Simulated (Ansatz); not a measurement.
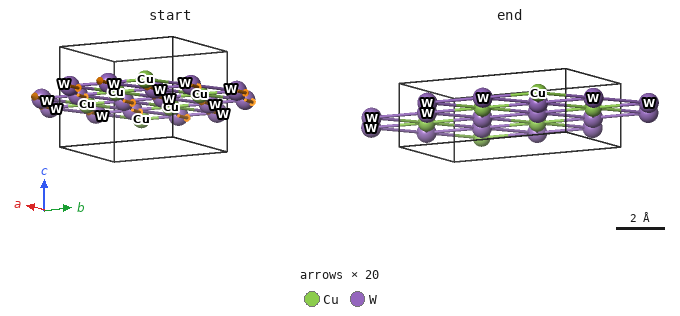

The structure of solid CuW₂ (built on the random type) (coarse preliminary run) before (left) and after (right) a relaxation, at one scale. The orange arrows give the displacements (the part carried along by the change of the cell is left out), magnified 20 times.

A ball-and-stick model of the cell of the calculation, seen from a free direction.

Case: random cell with space group Pbam (No. 55).

Computed with DFT PBE, scalar-relativistic, plane waves, PAW (Ansatz). Settings: plane-wave cutoff 420 eV; k-point mesh 4 × 4 × 4; occupations gaussian; smearing width 0.1 eV; no spin polarisation; cell and atoms relaxed; force threshold 0.04 eV/Å; at most 70 steps.

Summarise the run.

The largest moves relative to the cell, 0.047 Å, are those of W atoms. Cu stays in place. The volume changes by −6.0 %, with a 4.578 → 4.617 Å (+0.9 %), b 5.415 → 7.987 Å (+47.5 %), c 4.234 → 2.676 Å (−36.8 %). Near-neighbour distances that change, for instance: W–W 4.234 → 2.676 Å, Cu–Cu 4.234 → 2.676 Å, Cu–W 1.806 → 2.665 Å, W–W 1.807 → 2.657 Å. Among the angles between lasting bonds that change: W–W–W 137.0° → 119.9°, Cu–W–Cu 137.0° → 120.2°, W–Cu–W 137.0° → 120.2°. The space group (tolerance 0.01 Å) goes from Pbam (No. 55) to P6/mmm (No. 191). After 19 accepted moves (22 points after the start) the energy has fallen by 6788 meV per atom. Largest force component: 4.6 eV/Å at the start, 0.0078 eV/Å at the end. Pressure: 170.28 GPa at the start and −0.01 GPa at the end. The line search rejected the trial step at point 12 of the run. The SCF was repeated twice at an unchanged geometry on a basis and grid sized afresh for the cell, which shifted the energy by 199 meV per atom at most.

Limits of the set-up: the k-point mesh is coarse for a cell with partly filled bands.
